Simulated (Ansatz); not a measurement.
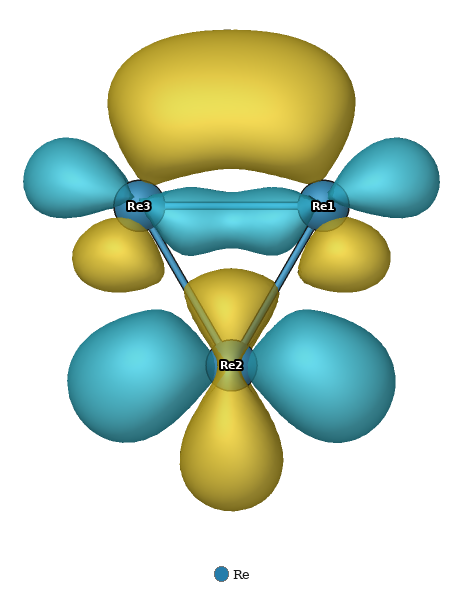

*Re$_{3}$ (charge +1, quintet). The HOMO (α) at ±0.08 Å⁻³ᐟ² (yellow and cyan are the two phases), seen across its widest extent.*

Geometry: PBE0-D4/def2-TZVP; core potentials replace the inner electrons of Re.

The calculation used Ansatz, UKS PBE0-D4/def2-TZVP.

```tsv
atom	x (Å)	y (Å)	z (Å)
Re	0.4772	-0.8233	-0.8885
Re	-0.6481	-0.4594	1.0315
Re	0.1709	1.2828	-0.1429
```

**Where does this orbital lie, and at what energy?**

It lies mainly on Re2 (about 55 %), Re1 (about 25 %) and Re3 (about 25 %). It is one of a degenerate set, so its orientation is arbitrary. Its energy is −10.06 eV.
